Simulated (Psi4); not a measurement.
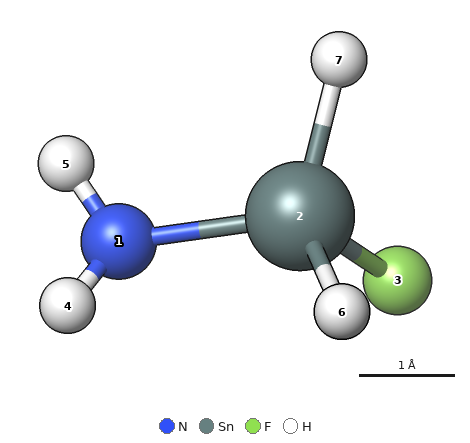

*The structure (ball-and-stick view, seen at a tilt; atoms are numbered from 1 in the order of the input). Sticks mark near contacts.*

## Single-point calculation, with input and output: SnNH4F

- system: SnNH4F, SMILES [NH2][SnH2][F]
- method: HF/def2-QZVP, RHF, core potentials def2 (Psi4 1.11)

The geometry comes from this level: PBE0-D4/def2-TZVP.

### What the program printed
```
Psi4 1.11 release

   => Loading Basis Set <=

    Name: DEF2-QZVP
    Role: ORBITAL
    Keyword: BASIS

    !!!  WARNING: ECP capability is in beta. Please check occupations closely.  !!!

         ---------------------------------------------------------
                                   SCF
                              RHF Reference
                        1 Threads,   1525 MiB Core
         ---------------------------------------------------------

  ==> Geometry <==

    Molecular point group: c1
    Full point group: C1

    Geometry (in Bohr), charge = 0, multiplicity = 1:

       Center              X                  Y                   Z               Mass
    ------------   -----------------  -----------------  -----------------  -----------------
         N           -2.193185694358     0.642969561255    -2.686786386468    14.003074004430
         SN           0.305599155642     0.353085571255     0.121157663532   119.902201630000
         F           -0.192910594358    -2.977367748745     1.499712873532    18.998403162730
         H           -3.628621664358     1.877149691255    -2.472491436468     1.007825032230
         H           -1.522143954358     0.713267371255    -4.468231196468     1.007825032230
         H           -0.421189514358     2.311219781255     2.560605123532     1.007825032230
         H            3.323869725642     0.283732621255    -0.973938626468     1.007825032230

  Running in c1 symmetry.

  Rotational constants: A =      0.36173  B =      0.17799  C =      0.12976 [cm^-1]
  Rotational constants: A =  10844.29565  B =   5336.01342  C =   3890.17915 [MHz]
  Nuclear repulsion =  145.283382864976971

  Charge       = 0
  Multiplicity = 1
  Electrons    = 42
  Nalpha       = 21
  Nbeta        = 21

  ==> Algorithm <==

  SCF Algorithm Type is DF.
  DIIS enabled.
  MOM disabled.
  Fractional occupation disabled.
  Guess Type is SAD.
  Energy threshold   = 1.00e-06
  Density threshold  = 1.00e-06
  Integral threshold = 1.00e-12

  ==> Primary Basis <==

  Basis Set: DEF2-QZVP
    Blend: DEF2-QZVP
    Number of shells: 96
    Number of basis functions: 316
    Number of Cartesian functions: 388
    Spherical Harmonics?: true
    Max angular momentum: 4

  Core potential: DEF2-QZVP
    Number of shells: 4
    Number of ECP primitives: 18
    Number of ECP core electrons: 28
    Max angular momentum: 3

   => Loading Basis Set <=

    Name: (DEF2-QZVP AUX)
    Role: JKFIT
    Keyword: DF_BASIS_SCF

  ==> Integral Setup <==

  DFHelper Memory: AOs need 0.332 GiB; user supplied 1.118 GiB.
  SCF_SUBTYPE=INCORE selected. In-core MEM_DF algorithm will be used.
  Using in-core AOs.

  ==> MemDFJK: Density-Fitted J/K Matrices <==

    J tasked:                   Yes
    K tasked:                   Yes
    wK tasked:                   No
    Memory [MiB]:              1144
    Algorithm:                 Core
    Schwarz Cutoff:           1E-12
    Mask sparsity (%):       7.4748
    Fitting Condition:        1E-10

   => Auxiliary Basis Set <=

  Basis Set: (DEF2-QZVP AUX)
    Blend: DEF2-UNIVERSAL-JKFIT
    Number of shells: 120
    Number of basis functions: 444
    Number of Cartesian functions: 575
    Spherical Harmonics?: true
    Max angular momentum: 5

  Minimum eigenvalue in the overlap matrix is 1.5136509815E-04.
  Reciprocal condition number of the overlap matrix is 1.8890697069E-05.
    Using symmetric orthogonalization.

  ==> Pre-Iterations <==

  SCF Guess: Superposition of Atomic Densities via on-the-fly atomic UHF (no occupation information).

   -------------------------
    Irrep   Nso     Nmo
   -------------------------
     A        316     316
   -------------------------
    Total     316     316
   -------------------------

  ==> Iterations <==

                           Total Energy        Delta E     RMS |[F,P]|

   @DF-RHF iter SAD:  -367.43266413561344   -3.67433e+02   0.00000e+00
   @DF-RHF iter   1:  -369.44640666948879   -2.01374e+00   2.41009e-03 DIIS/ADIIS
   @DF-RHF iter   2:  -369.59043818585849   -1.44032e-01   1.59403e-03 DIIS/ADIIS
   @DF-RHF iter   3:  -369.67217251005826   -8.17343e-02   1.39073e-04 DIIS/ADIIS
   @DF-RHF iter   4:  -369.67306151291302   -8.89003e-04   5.51580e-05 DIIS
   @DF-RHF iter   5:  -369.67322955120522   -1.68038e-04   1.08654e-05 DIIS
   @DF-RHF iter   6:  -369.67324357483773   -1.40236e-05   4.18405e-06 DIIS
   @DF-RHF iter   7:  -369.67324537847753   -1.80364e-06   1.81688e-06 DIIS
   @DF-RHF iter   8:  -369.67324575905531   -3.80578e-07   5.72041e-07 DIIS
  Energy and wave function converged.

  ==> Post-Iterations <==

    Orbital Energies [Eh]
    ---------------------

    Doubly Occupied:

       1A    -26.217372     2A    -15.547986     3A     -5.884524
       4A     -4.076080     5A     -4.074597     6A     -4.074297
       7A     -1.508981     8A     -1.351475     9A     -1.345226
      10A     -1.340605    11A     -1.339098    12A     -1.333578
      13A     -1.117080    14A     -0.697233    15A     -0.656294
      16A     -0.590690    17A     -0.589625    18A     -0.567865
      19A     -0.510591    20A     -0.467424    21A     -0.413151

    Virtual:

      22A      0.064003    23A      0.072020    24A      0.092254
      25A      0.113026    26A      0.123619    27A      0.163465
      28A      0.176702    29A      0.177304    30A      0.192633
      31A      0.209934    32A      0.237527    33A      0.286389
      34A      0.298457    35A      0.299168    36A      0.310317
      37A      0.348140    38A      0.385717    39A      0.392079
      40A      0.403288    41A      0.414570    42A      0.484089
      43A      0.492508    44A      0.514940    45A      0.528200
      46A      0.531035    47A      0.560420    48A      0.585187
      49A      0.612891    50A      0.622376    51A      0.634374
      52A      0.643212    53A      0.680029    54A      0.684216
      55A      0.715776    56A      0.733902    57A      0.749057
      58A      0.753825    59A      0.763639    60A      0.805505
      61A      0.843185    62A      0.848548    63A      0.885012
      64A      0.911432    65A      0.921464    66A      0.926539
      67A      0.966418    68A      0.969399    69A      0.992482
      70A      1.021506    71A      1.078047    72A      1.125769
      73A      1.182586    74A      1.205536    75A      1.219311
      76A      1.272296    77A      1.278657    78A      1.291453
      79A      1.311064    80A      1.314013    81A      1.363178
      82A      1.368756    83A      1.396453    84A      1.408265
      85A      1.440604    86A      1.461422    87A      1.492563
      88A      1.501551    89A      1.525584    90A      1.560807
      91A      1.611449    92A      1.622591    93A      1.633613
      94A      1.737237    95A      1.740398    96A      1.769682
      97A      1.771144    98A      1.805850    99A      1.809295
     100A      1.910870   101A      1.924967   102A      1.942053
     103A      1.965925   104A      1.968919   105A      1.992570
     106A      1.994987   107A      2.023859   108A      2.053807
     109A      2.064062   110A      2.083144   111A      2.107613
     112A      2.123762   113A      2.154055   114A      2.214135
     115A      2.252139   116A      2.257613   117A      2.299279
     118A      2.319152   119A      2.372653   120A      2.410044
     121A      2.428161   122A      2.448236   123A      2.479941
     124A      2.512900   125A      2.520519   126A      2.524140
     127A      2.559221   128A      2.580455   129A      2.609282
     130A      2.686546   131A      2.710688   132A      2.712619
     133A      2.748081   134A      2.752641   135A      2.780581
     136A      2.793032   137A      2.826857   138A      2.888361
     139A      2.907079   140A      2.956060   141A      2.961181
     142A      2.987696   143A      3.004080   144A      3.006515
     145A      3.029928   146A      3.066587   147A      3.085200
     148A      3.161705   149A      3.170776   150A      3.190838
     151A      3.203703   152A      3.248361   153A      3.312818
     154A      3.327189   155A      3.361915   156A      3.505030
     157A      3.524720   158A      3.568115   159A      3.669989
     160A      3.675916   161A      3.715147   162A      3.734884
     163A      3.819252   164A      3.878073   165A      3.966511
     166A      3.993229   167A      4.016041   168A      4.098110
     169A      4.188179   170A      4.354798   171A      4.486118
     172A      4.596273   173A      4.622982   174A      4.630688
     175A      4.651009   176A      4.691013   177A      4.718881
     178A      4.758139   179A      4.969032   180A      4.981077
     181A      5.042490   182A      5.193468   183A      5.402658
     184A      5.486584   185A      5.593187   186A      5.646505
     187A      5.904730   188A      5.959319   189A      6.044200
     190A      6.044409   191A      6.090532   192A      6.097075
     193A      6.109454   194A      6.121640   195A      6.133919
     196A      6.152460   197A      6.216451   198A      6.224187
     199A      6.226915   200A      6.235874   201A      6.249622
     202A      6.330916   203A      6.368746   204A      6.429231
     205A      6.501962   206A      6.529228   207A      6.547381
     208A      6.570805   209A      6.659952   210A      6.667185
     211A      6.685501   212A      6.791459   213A      6.975103
     214A      7.000869   215A      7.039761   216A      7.178513
     217A      7.223960   218A      7.341420   219A      7.349978
     220A      7.443090   221A      7.451892   222A      7.654438
     223A      7.699773   224A      7.743749   225A      7.786923
     226A      7.793691   227A      7.862740   228A      8.056181
     229A      8.072373   230A      8.091902   231A      8.100590
     232A      8.103922   233A      8.171835   234A      8.210771
     235A      8.218133   236A      8.278716   237A      8.300556
     238A      8.347229   239A      8.350926   240A      8.386751
     241A      8.400760   242A      8.471372   243A      8.476124
     244A      8.517060   245A      8.575529   246A      8.640329
     247A      8.702164   248A      8.724809   249A      8.737512
     250A      8.764985   251A      8.820008   252A      8.826024
     253A      8.849271   254A      8.901807   255A      9.029727
     256A      9.186242   257A      9.208237   258A      9.252357
     259A      9.266228   260A      9.387494   261A      9.515138
     262A      9.592972   263A      9.663394   264A      9.788491
     265A      9.989589   266A     10.023676   267A     10.048467
     268A     10.093054   269A     10.100142   270A     10.178538
     271A     10.188747   272A     10.212369   273A     10.334963
     274A     10.339822   275A     10.480314   276A     10.566910
     277A     10.861608   278A     11.703406   279A     11.793654
     280A     12.064850   281A     12.068179   282A     12.071420
     283A     12.073248   284A     12.077380   285A     12.077381
     286A     12.095273   287A     12.101927   288A     12.103086
     289A     12.129570   290A     12.194078   291A     12.220842
     292A     12.411372   293A     13.346097   294A     14.914367
     295A     15.358363   296A     15.372227   297A     15.405873
     298A     15.409655   299A     15.506415   300A     15.555521
     301A     15.555929   302A     15.604600   303A     16.007062
     304A     16.675376   305A     16.678321   306A     16.933460
     307A     16.935473   308A     17.221110   309A     35.336943
     310A     35.410152   311A     35.426001   312A     39.121863
     313A     55.524263   314A     73.422796   315A    200.208571
     316A    288.722554

    Final Occupation by Irrep:
              A
    DOCC [    21 ]
    NA   [    21 ]
    NB   [    21 ]

  @DF-RHF Final Energy:  -369.67324575905531

   => Energetics <=

    Nuclear Repulsion Energy =            145.2833828649769714
    One-Electron Energy =                -882.5055111164232358
    Two-Electron Energy =                 367.5488824923909874
    Total Energy =                       -369.6732457590553054

Computation Completed

Properties will be evaluated at   0.000000,   0.000000,   0.000000 [a0]

Properties computed using the SCF density matrix

 Multipole Moments:

 ------------------------------------------------------------------------------------
     Multipole            Electronic (a.u.)      Nuclear  (a.u.)        Total (a.u.)
 ------------------------------------------------------------------------------------

 L = 1.  Multiply by 2.5417464519 to convert [e a0] to [Debye]
 Dipole X            :         12.8563095          -12.6133992            0.2429103
 Dipole Y            :         10.7806168           -9.3422708            1.4383460
 Dipole Z            :          7.4286127           -7.9986764           -0.5700637
 Magnitude           :                                                    1.5661473

 ------------------------------------------------------------------------------------

	total time  =          5 seconds =       0.08 minutes

    Psi4 run time: 0:00:04.86
```

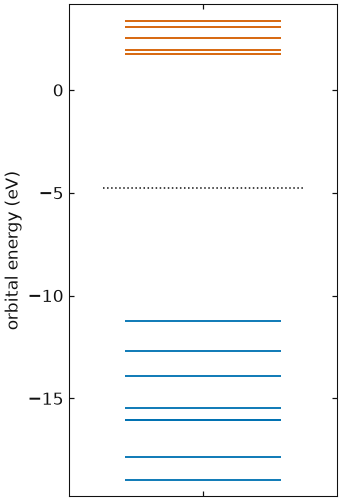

*Orbital energies near the frontier; the dotted line parts filled from empty levels, and levels within 0.02 eV of each other stand side by side.*

Highest filled −11.24 eV, lowest empty 1.74 eV, 12.98 eV apart.

The run was set up as follows.

### Input file (input.inp)
```
memory 1.6 GB

molecule {
  0 1
  N     -1.55826816     0.16686282    -1.78201174
  Sn     0.94051669    -0.12302117     1.02593231
  F      0.44200694    -3.45347449     2.40448752
  H     -2.99370413     1.40104295    -1.56771679
  H     -0.88722642     0.23716063    -3.56345655
  H      0.21372802     1.83511304     3.46537977
  H      3.95878726    -0.19237412    -0.06916398
  units au
  symmetry c1
}

set globals {
  basis    def2-QZVP
  puream   true
  scf_type df
}

e, wfn = energy('scf', return_wfn=True)
```

Launch command:
```bash
psi4 -n 1 input.inp input.out
```

### Key numbers

- outcome: converged
- total energy: −369.673246 hartree
- basis functions: 316
- HOMO: −11.24 eV
- LUMO: 1.74 eV
- dipole moment: 3.98 D
- hardware: 1 thread of AMD EPYC (Zen 5), 16 GiB of memory available, shared host
- wall time: 5.7 s
- peak memory: 0.65 GiB
